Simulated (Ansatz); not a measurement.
**Platinum, diamond: r²SCAN0 after r²SCAN**

How do the levels change when part of the exchange is made exact, and what does it cost? Spin polarisation is left out. The cell comes from an earlier r²SCAN relaxation. Exact exchange is dear, so the k-mesh is coarse, and r²SCAN is run on the same mesh for comparison.

Program: Ansatz 0.2.0. Level of theory: DFT, plane waves (500 eV) with PBE-made PAW files, scalar-relativistic; functionals as named at each step. These are calculated values, not measurements.

## Step 1: The structure to begin with

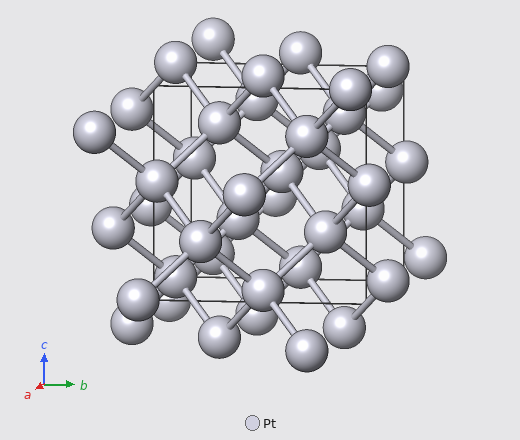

The structure, seen slightly off an axis (platinum light grey). 2×1×1 conventional cells are drawn; the run uses a primitive one. Any atoms on the faces are drawn again on the opposite ones, and bonded neighbours outside are added.

As a file:

```xyz
2
Lattice="0.0000 2.8622 2.8622 2.8622 0.0000 2.8622 2.8622 2.8622 0.0000" Properties=species:S:1:pos:R:3 pbc="T T T"
Pt    0.7156    0.7156    0.7156
Pt    5.0089    5.0089    5.0089
```

## Step 2: r²SCAN on the coarse mesh

The run with r²SCAN.

input.yaml

```yaml
crystal:
  lattice:
    - [0.0, 2.8622292502, 2.8622292502]
    - [2.8622292502, 0.0, 2.8622292502]
    - [2.8622292502, 2.8622292502, 0.0]
  atoms:
    - { symbol: Pt, position: [0.125, 0.125, 0.125] }
    - { symbol: Pt, position: [0.875, 0.875, 0.875] }
hamiltonian:
  xc: r2scan
  pseudopotentials:
    kind: paw
    azcp:
      Pt: "pseudopotentials/Pt.paw.azcp"
basis:
  ecutwfc: 500
  fft_grid_basis: typed
kpoints:
  mp_grid: { grid: [5, 5, 5], shift: [0, 0, 0] }
magnetization:
  spin_polarized: false
scf:
  occupations: { method: fermi_dirac, width: 0.1 }
```

The run is started by

```sh
$ ansatz run input.yaml --threads 4 --pin off --max-ram 8192MiB --backend cpu --events-out ev --progress --plain --runs-dir out
```

Log, shortened:

```text
Warning: RAYON_NUM_THREADS=4 ignored (pool sized by the plan → 4); use --threads N
[...]
Pseudopotentials: kind: paw
Pseudopotential: Pt, paw, valence charge 18, recommended cutoff 500 eV (meta_gga), <dir>
Functional definition: r2SCAN
[...]
Crystal: 2 atoms, lattice volume = 46.897 Å³
Basis set: ecut = 500 eV, 1243 PW (Γ), exchange–correlation on 120×120×120 points (64 copies of the dense FFT grid, shifted against one another)
Bands: 22, of which v1, the nominal top of the filled ones, is band 18 counted from 1 (17 counted from 0)
Symmetry: 48 space group operations
Space group: Fd-3m (ITA 227), of the structure as read, at distance tolerance 3.6e-5 Å
k-points: 10 of 125
[...]
SCF iter   1: F=—  HF=-25071.368406 eV  |F-HF|=—  |Δ(HF+E_count)|=         —  Δρ=8.51e-3  dr2=2.99e-2  dr2_τ=2.41e-2  ethr=1.77e-3  ⟨swp⟩=5.6  Hψ=933  notcnv=0
[...]
SCF iter   6: F=-25071.371526 eV  HF=-25071.371526 eV  |F-HF|=1.64e-9  |Δ(HF+E_count)|=   3.79e-8  Δρ=1.64e-6  dr2=7.35e-10  dr2_τ=5.35e-11  ethr=2.78e-10  ⟨swp⟩=3.0  Hψ=523  notcnv=0
[...]
SCF converged after 6 iterations
Free energy (F): -25071.371526 eV
[...]
E sigma→0 (E₀):  -25071.290007 eV
Entropy (-TS):   -0.163039 eV (-81.519 meV/atom)
Fermi energy:    12.893327 eV
[...]
```

Wall time 0.77 s (4 threads of Arm Neoverse V1, shared host); peak memory 0.36 GiB.

## Step 3: r²SCAN0, coarse mesh

The run with r²SCAN0.

Changes to input.yaml since step 2:

```diff
@@ -9,3 +9,3 @@
 hamiltonian:
-  xc: r2scan
+  xc: r2scan0
   pseudopotentials:
```

The run is started by

```sh
$ ansatz run input.yaml --threads 4 --pin off --max-ram 8192MiB --backend cpu --events-out ev --progress --plain --runs-dir out
```

Log, shortened:

```text
Warning: RAYON_NUM_THREADS=4 ignored (pool sized by the plan → 4); use --threads N
[...]
[... 2 set-up lines as earlier in the session ...]
Functional definition: r2SCAN0
[...]
Crystal: 2 atoms, lattice volume = 46.897 Å³
Basis set: ecut = 500 eV, 1243 PW (Γ), exchange–correlation on 120×120×120 points (64 copies of the dense FFT grid, shifted against one another)
Bands: 22, of which v1, the nominal top of the filled ones, is band 18 counted from 1 (17 counted from 0)
[... 2 set-up lines as earlier in the session ...]
k-points: 10 of 125
[...]
SCF iter   1: F=—  HF=-25071.369332 eV  |F-HF|=—  |Δ(HF+E_count)|=         —  Δρ=6.02e-3  dr2=7.70e-3  dr2_τ=1.83e-2  ethr=1.77e-3  ⟨swp⟩=8.0  Hψ=907  notcnv=0
[...]
Frozen-core exchange: fock
[...]
hybrid outer 3: dexx = +3.765e-4 eV, tail = 2.89e-7 eV, Δε = 5.09e-2 eV (about 2.92e-3 eV left of the loop's levels)
hybrid SCF converged: 3 outer / 24 inner (+8 warm-up), last move |dexx| = 3.76e-4 eV, tail = 2.89e-7 eV
Stability not checked: this state was not tested for a lower state beside it, because the functional holds exact exchange (a hybrid, or Hartree-Fock), whose exchange loop this test does not read (fock_operator; see scf.lower_state_search)
Free energy (F): -25063.461126 eV
Frozen-core exchange: fock
[...]
E sigma→0 (E₀):  -25063.423696 eV
Entropy (-TS):   -0.074858 eV (-37.429 meV/atom)
Fermi energy:    12.463221 eV
[...]
--- Band table (eV; the first three rows and the last of 10) ---
  k-point 0: bands = ["-92.0219", "-91.8879", "-44.6890", "-44.6890", "-44.6890", "-44.1757", "-44.1757", "-44.1757", "4.3438", "6.5921", "6.5921", "6.8947", "6.8947", "6.8947", "9.8867", "9.8867", "9.8867", "11.8473", "11.8473", "24.8403"]
[...]
  guard bands above this table: 2 of the run's 22 bands. The solve was not asked for them (output.publish_guard_bands: true or output.eigenvalues: true publishes all)
```

Run time: 8.7 s. Hardware: 4 threads of Arm Neoverse V1, shared host; peak memory 1.1 GiB.

## Step 4: Side by side

```tsv
functional	gap on the mesh	Fermi energy (eV)	SCF cycles	exchange loops	CPU time
r²SCAN	none (levels filled in part)	12.893	6	-	2.3 s
r²SCAN0	none (levels filled in part)	12.463	32	3	29 s
```

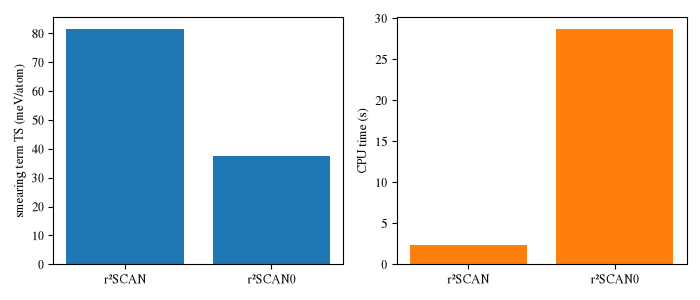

Smearing term and CPU time by functional.

## Step 5: What came out

| quantity | value |
| --- | --- |
| r²SCAN: gap | none (levels filled in part) |
| r²SCAN0: gap | none (levels filled in part) |
| r²SCAN0: SCF cycles, exchange loops | 32, 3 |
| r²SCAN0: CPU time over that of r²SCAN | 12 |

What this shows: Neither r²SCAN nor r²SCAN0 shows a clean gap on this mesh. The hybrid took 12 times as much CPU time as r²SCAN on the same settings. The exchange operator of r²SCAN0 was renewed in 3 outer loops. The total energies in the logs cannot be compared from one functional to another.
